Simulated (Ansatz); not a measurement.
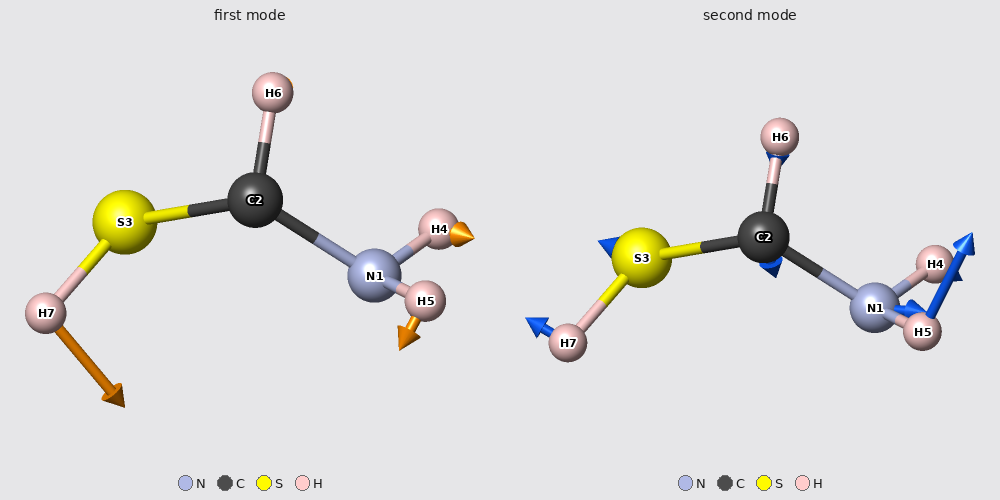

The system is CH₄NS, SMILES N[CH-]S, charge −1; the picture shows the reference structure; its two panels give the patterns of the first and the second mode as arrows. Coordinates scanned: (1) normal mode 2 (324 cm⁻¹); (2) normal mode 3 (391 cm⁻¹). Nothing is relaxed (straight displacements along the two mass-weighted modes). The grid has 9 × 9 points. Points are written as (first, second). Energies are in kJ/mol, from the lowest grid point. These are results of RKS B3LYP-D4/def2-TZVPD in Ansatz 0.2.0, not measurements.

Its coordinates:

```xyz
7

N    -0.8758   -0.0382   -0.6251
C     0.3622    0.4391    0.0132
S     1.0471   -0.8144    1.1404
H    -1.7384    0.1127   -0.0928
H    -0.9940    0.3975   -1.5294
H     0.1661    1.2737    0.7021
H     2.0327   -1.3705    0.3915
```

Range: normal mode 2 (324 cm⁻¹) from −0.563 to 0.563 amu½·Å; normal mode 3 (391 cm⁻¹) from −0.982 to 0.982 amu½·Å.

**What will the energy surface look like?**

The lowest grid point is at (0.000 amu½·Å, 0.000 amu½·Å). It is the only kind of minimum in the scanned range. The highest grid point, (−0.563 amu½·Å, 0.982 amu½·Å), lies 66.8 kJ/mol above the lowest.

| normal mode 3 (391 cm⁻¹) ↓, normal mode 2 (324 cm⁻¹) → | −0.563 | −0.422 | −0.281 | −0.141 | 0.000 | 0.141 | 0.281 | 0.422 | 0.563 |
| --- | --- | --- | --- | --- | --- | --- | --- | --- | --- |
| 0.982 | 66.8 | 53.4 | 43.9 | 37.5 | 33.3 | 30.9 | 30.0 | 31.2 | 35.4 |
| 0.736 | 42.0 | 31.0 | 23.7 | 19.4 | 17.0 | 16.1 | 16.5 | 18.8 | 24.0 |
| 0.491 | 25.3 | 16.4 | 10.9 | 8.1 | 6.9 | 6.9 | 8.0 | 11.0 | 16.7 |
| 0.245 | 15.8 | 8.4 | 4.2 | 2.2 | 1.6 | 2.0 | 3.4 | 6.5 | 12.6 |
| 0.000 | 12.1 | 5.5 | 2.0 | 0.4 | 0.0 | 0.4 | 1.8 | 5.2 | 11.7 |
| −0.245 | 12.8 | 6.8 | 3.5 | 2.1 | 1.7 | 2.2 | 3.9 | 7.7 | 15.0 |
| −0.491 | 17.5 | 11.8 | 8.9 | 7.7 | 7.6 | 8.4 | 10.8 | 15.6 | 24.2 |
| −0.736 | 26.6 | 21.5 | 19.1 | 18.5 | 19.1 | 20.8 | 24.3 | 30.6 | 41.0 |
| −0.982 | 41.5 | 37.3 | 35.9 | 36.3 | 38.1 | 41.1 | 46.1 | 54.1 | 66.5 |

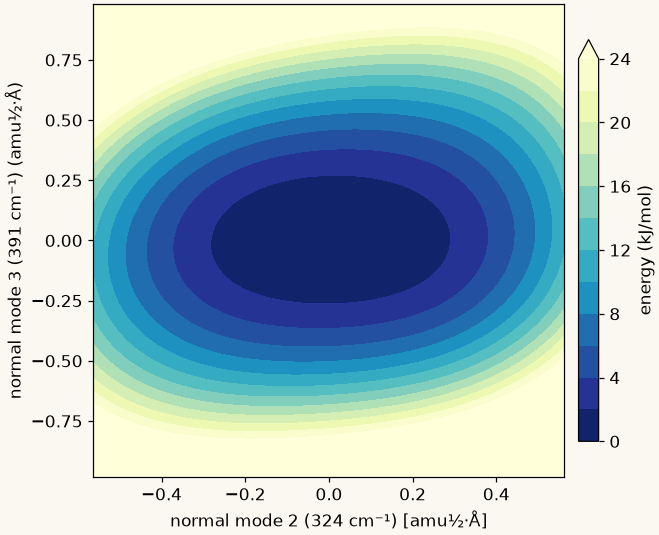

The picture shows filled contours, one colour for all values above the top of the scale. Between grid points the surface is interpolated.

Each point was launched as `ansatz run input.yaml --threads 1 --pin off --max-ram 2560MiB --backend cpu --events-out ev --progress --plain --runs-dir out`. Time for the 81 points that were run: 11 min on 1 thread of Arm Neoverse V1, on a shared host.
